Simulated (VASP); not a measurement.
The compound is NaBI (space group P-6m2, No. 187), taken as a model structure set up as the input of an electronic-structure calculation (not necessarily at equilibrium).

```xyz
3
Lattice="4.4274 0.0000 0.0000 -2.2137 3.8342 0.0000 0.0000 0.0000 5.3711" Properties=species:S:1:pos:R:3 pbc="T T T"
Na    0.0000    0.0000    0.0000
B     0.0000    2.5561    2.6856
I     2.2137    1.2781    2.6856
```

Describe how the polyhedra about B are linked (bonds: B–I below 2.9 Å).

B: BI3 triangle, sharing corners with six neighbours.

They form layers of corner-sharing triangles parallel to (001). Their corner atoms also have Na as close neighbours (those links are not drawn).

Centre to centre across a shared corner: 4.43 Å.

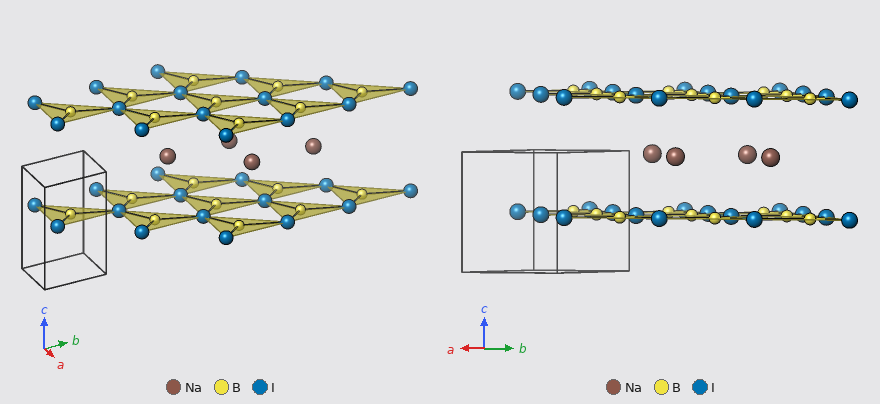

Polyhedra are drawn about B (bonds: B–I below 2.9 Å); other atoms are plain spheres. Two views of the same piece.
